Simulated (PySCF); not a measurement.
## Electronic structure of C$_{3}$H$_{7}$P (SMILES C1CPC1) in real space

The calculation's input:

```
{"job": {"kind": "uv", "xc": "PBE0", "basis": "def2-SVPD", "nstates": 8, "ntriplets": 3}, "charge": 0, "multiplicity": 1}
C      0.033067    -0.613035     0.585339
C      1.150492     0.102217    -0.184869
P     -0.080648     1.264300    -1.000127
C     -1.110070    -0.157664    -0.330711
H     -0.079434    -0.194109     1.586000
H      0.151585    -1.694124     0.676149
H      1.603279    -0.542974    -0.939547
H      1.940521     0.562465     0.405842
H     -0.245466     2.049907     0.154231
H     -2.051801     0.103486     0.148480
H     -1.306102    -0.877797    -1.126749
```

Launched as:

```sh
OMP_NUM_THREADS=1 python probes_run.py task.json out
```

Geometry: GFN2-xTB.

Theory: PySCF, PBE0/def2-SVPD, SCF density, gas phase.

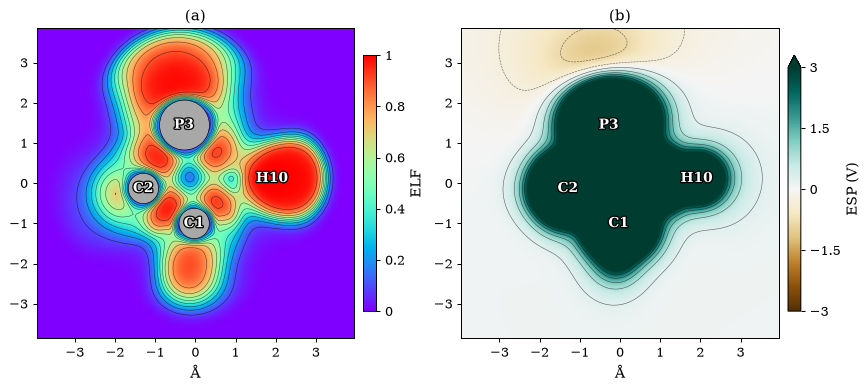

Figure 1. (a) ELF; (b) electrostatic potential on the plane of atoms C1, C2 and P3. Grey discs cover the atomic cores in the ELF map.

Interpret the plot.

Answer. The section cuts through C, P and H sites.
C–C (1.53 Å): the ELF peaks at about 0.95 between the atoms; a covalent bond.
C–P (1.88 Å): the ELF peaks at about 0.95 between the atoms (a covalent bond).
The ELF also peaks beside P3, away from the bonds: lone-pair regions.
Outside the dense part of the molecule the potential is most negative (−1.0 V) near P3.

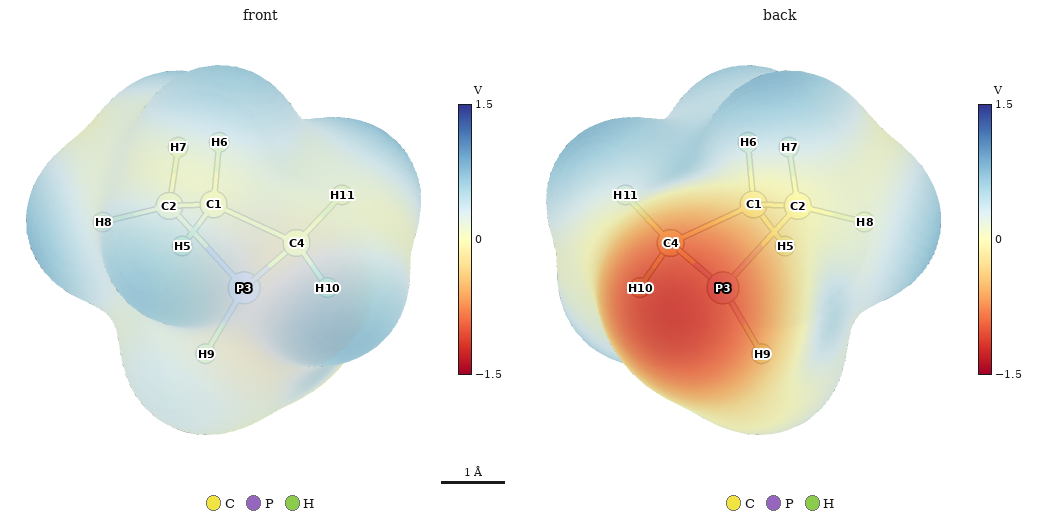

Figure 2. The electrostatic potential painted on the density surface at 0.002 e/bohr³, seen from the front and from behind; red is negative and blue positive.

Which sites attract a positive test charge, and which a negative one?

Answer. A positive charge is drawn to the negative regions and a negative charge to the positive ones. The most negative region (about −1.1 V, or −25 kcal/mol for a unit charge) lies over P3, the most positive (about +0.7 V, or +16 kcal/mol for a unit charge) over the H atoms.
